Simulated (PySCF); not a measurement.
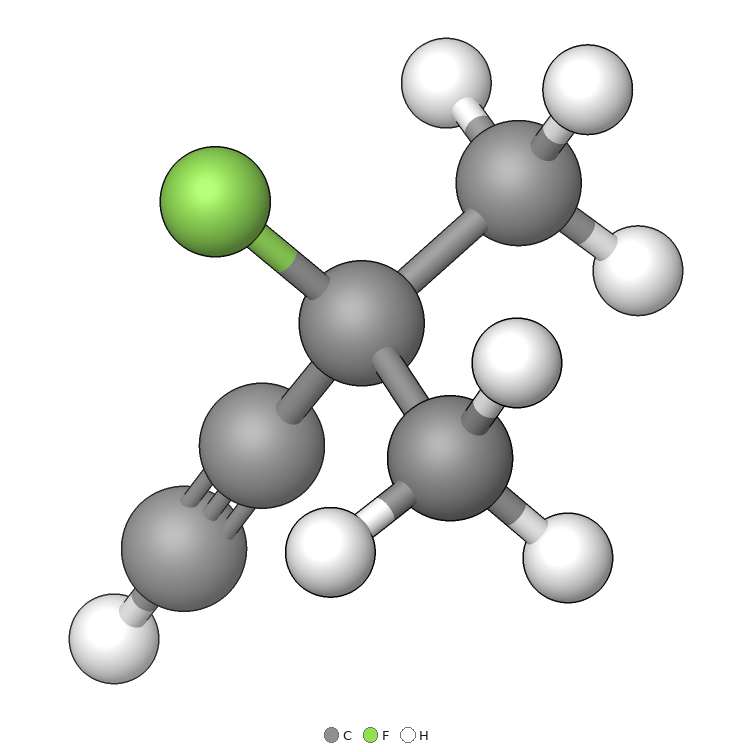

A ball-and-stick model of a molecule. Double and triple bonds are drawn as two and three sticks.

The computed structure is the end point of a PBE0-D3(BJ)/def2-SVP optimisation. No frequency run is at hand to confirm it as a minimum.

Count the atoms of each element.

Answer. C5H7F, 13 atoms: 5 carbon, 7 hydrogen and 1 fluorine.

Give the symmetry (Schoenflies symbol).

Answer. Cs.

More results for the same structure follow; atom numbers are the same in all pictures, views and colours differ.

**Shape**

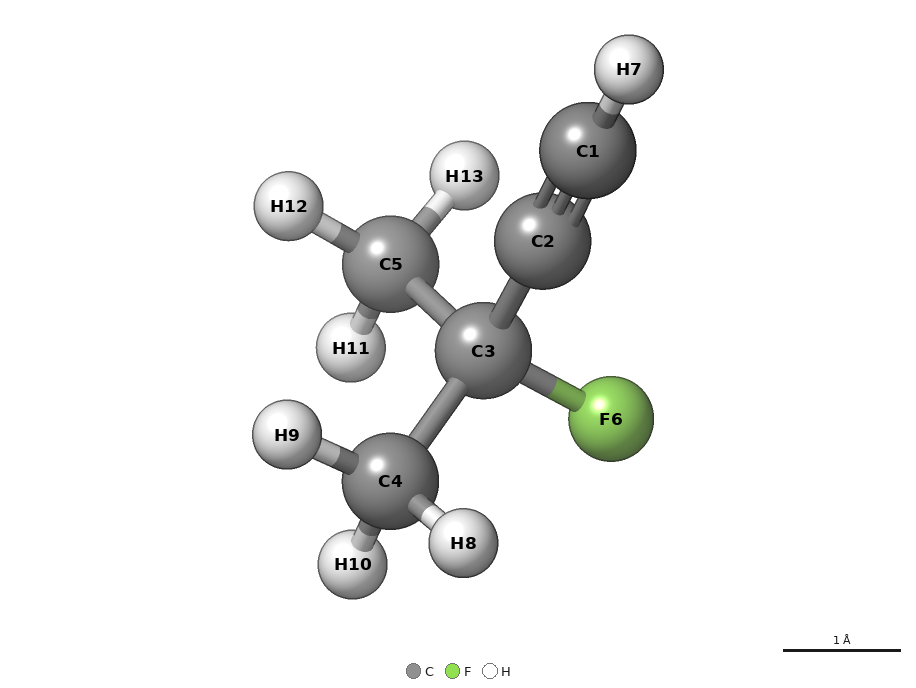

Atoms carry their numbers in the input. No frequency run is at hand to confirm it as a minimum.

Give the bond lengths.

```csv
bond,length (Å),order
C1–C2,1.210,triple
C1–H7,1.075,single
C2–C3,1.471,single
C3–C4,1.521,single
C3–C5,1.521,single
C3–F6,1.392,single
C4–H8,1.098,single
C4–H9,1.099,single
C4–H10,1.100,single
C5–H11,1.100,single
C5–H12,1.099,single
C5–H13,1.098,single
```

**NMR shielding**

The questions are on isotropic NMR shieldings of the H atoms. No frequency run is at hand to confirm it as a minimum. Method: GIAO PBE0/def2-TZVP NMR shielding, non-relativistic, gas phase (PySCF 2.14.0).

Which H atom is the most shielded (lowest chemical shift)?

Answer. H9, H12 (30.11 to 30.12 ppm).

Which H atom is the least shielded (highest chemical shift)?

Answer. H7 (29.16 ppm).

How wide is the range of H shifts?

Answer. 0.96 ppm.

List the isotropic NMR shieldings of the H atoms.

```tsv
atom	σ (ppm)
H7	29.16
H8	29.69
H9	30.11
H10	30.08
H11	30.08
H12	30.12
H13	29.69
```

**Levels of theory compared**

No frequency run is at hand to confirm it as a minimum. Program: PySCF 2.14.0.

Compare HOMO energy (eV) at these levels: PBE0/6-311+G(2d,p); PBE0/6-31G; PBE0/6-31G*; PBE0/STO-3G; PBE0/def2-SVP; PBE0/def2-TZVP.

```json
{"level": "PBE0/6-311+G(2d,p)", "HOMO energy (eV)": "−8.05"}
{"level": "PBE0/6-31G", "HOMO energy (eV)": "−7.85"}
{"level": "PBE0/6-31G*", "HOMO energy (eV)": "−7.68"}
{"level": "PBE0/STO-3G", "HOMO energy (eV)": "−5.21"}
{"level": "PBE0/def2-SVP", "HOMO energy (eV)": "−7.96"}
{"level": "PBE0/def2-TZVP", "HOMO energy (eV)": "−8.02"}
```

**Charges**

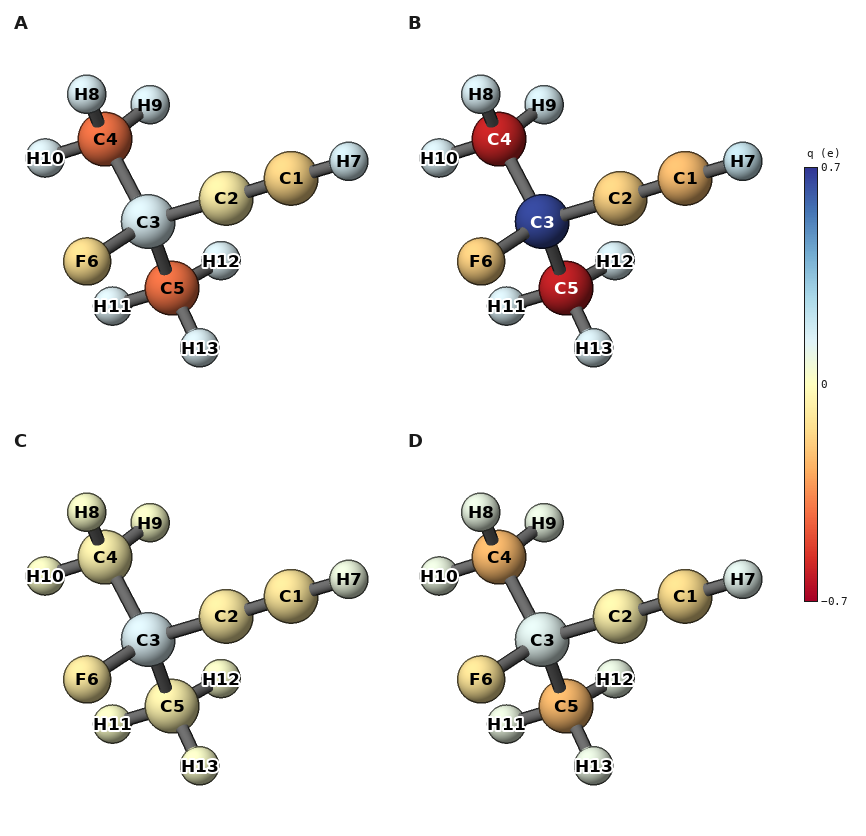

Atomic charges of one calculation by 4 schemes, on one colour scale. No frequency run is at hand to confirm it as a minimum. Level of theory: PBE0/STO-3G (PySCF 2.14.0).

The schemes are ESP-fitted, Hirshfeld, IAO, Mulliken. Which panel shows which?

Answer. A IAO, B ESP-fitted, C Hirshfeld, D Mulliken.

List the charges (e), one line for each set of equivalent atoms. Atoms whose distances differ by more than 0.02 Å in this geometry are listed apart.

```json
{"atom": "C1", "IAO": "−0.16", "ESP-fitted": "−0.23", "Hirshfeld": "−0.10", "Mulliken": "−0.14"}
{"atom": "C2", "IAO": "−0.06", "ESP-fitted": "−0.17", "Hirshfeld": "−0.08", "Mulliken": "−0.05"}
{"atom": "C3", "IAO": "0.14", "ESP-fitted": "0.65", "Hirshfeld": "0.14", "Mulliken": "0.12"}
{"atom": "C4, C5", "IAO": "−0.40", "ESP-fitted": "−0.59", "Hirshfeld": "−0.04", "Mulliken": "−0.24"}
{"atom": "F6", "IAO": "−0.13", "ESP-fitted": "−0.18", "Hirshfeld": "−0.09", "Mulliken": "−0.11"}
{"atom": "H7", "IAO": "0.16", "ESP-fitted": "0.19", "Hirshfeld": "0.08", "Mulliken": "0.12"}
{"atom": "H8, H13", "IAO": "0.15", "ESP-fitted": "0.15", "Hirshfeld": "0.02", "Mulliken": "0.09"}
{"atom": "H9", "IAO": "0.14", "ESP-fitted": "0.16", "Hirshfeld": "0.02", "Mulliken": "0.09"}
{"atom": "H10", "IAO": "0.14", "ESP-fitted": "0.15", "Hirshfeld": "0.02", "Mulliken": "0.09"}
{"atom": "H11", "IAO": "0.14", "ESP-fitted": "0.15", "Hirshfeld": "0.02", "Mulliken": "0.09"}
{"atom": "H12", "IAO": "0.14", "ESP-fitted": "0.16", "Hirshfeld": "0.02", "Mulliken": "0.09"}
```

Mulliken values depend strongly on the basis set and can even reverse the polarity of a bond.
